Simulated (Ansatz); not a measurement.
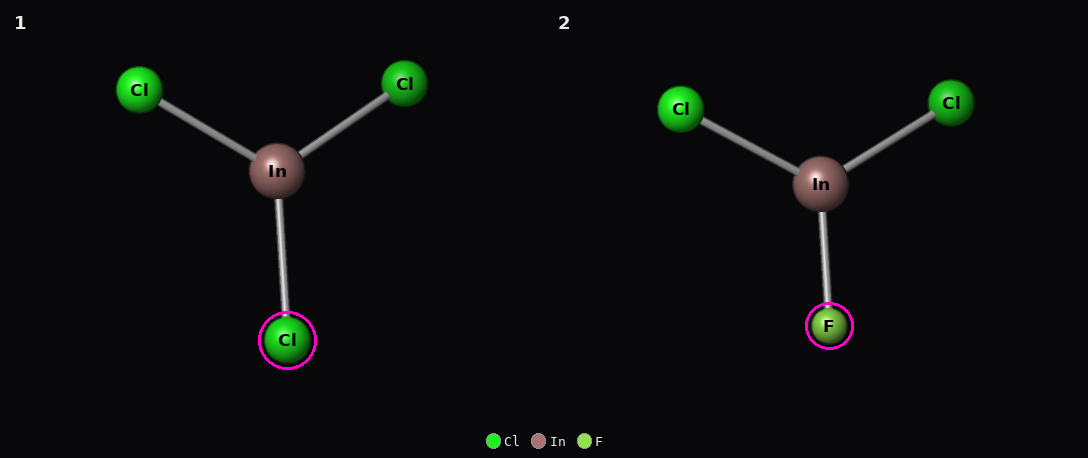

2 molecules with one skeleton, seen from the same side and at one scale; the atom that differs is circled. Charge 0, singlet. Computed geometries: PBE0-D4/def2-TZVP optimisations, one conformation each. Properties computed with Ansatz 0.2.0. Elements past Kr carry core potentials.

One atom differs, called X below: Cl in panel 1, F in panel 2. Their formulas are InCl3 (`[Cl][In]([Cl])[Cl]`), InCl2F (`[F][In]([Cl])[Cl]`).

In which is the dipole moment larger (ωB97M-V/def2-TZVPP)?

In panel 2 (X = F).

In which is the length of X–In larger (PBE0-D4/def2-TZVP)?

In panel 1 (X = Cl).

Give the values. With PBE0-D4/def2-TZVP: length of X–In (Å), mean angle X–In–Cl (°). With revPBE-D4/def2-TZVPP: HOMO energy (Kohn–Sham orbital) (eV), HOMO–LUMO gap (eV). With ωB97M-V/def2-TZVPP: dipole moment (D).

| quantity | 1 (Cl) | 2 (F) | 2 − 1 |
| --- | --- | --- | --- |
| length of X–In (Å) | 2.293 | 1.927 | −0.366 |
| mean angle X–In–Cl (°) | 120.0 | 117.6 | −2.4 |
| HOMO energy (Kohn–Sham orbital) (eV) | −7.96 | −8.13 | −0.17 |
| HOMO–LUMO gap (eV) | 4.32 | 4.37 | +0.05 |
| dipole moment (D) | 0.00 | 0.99 | +0.99 |
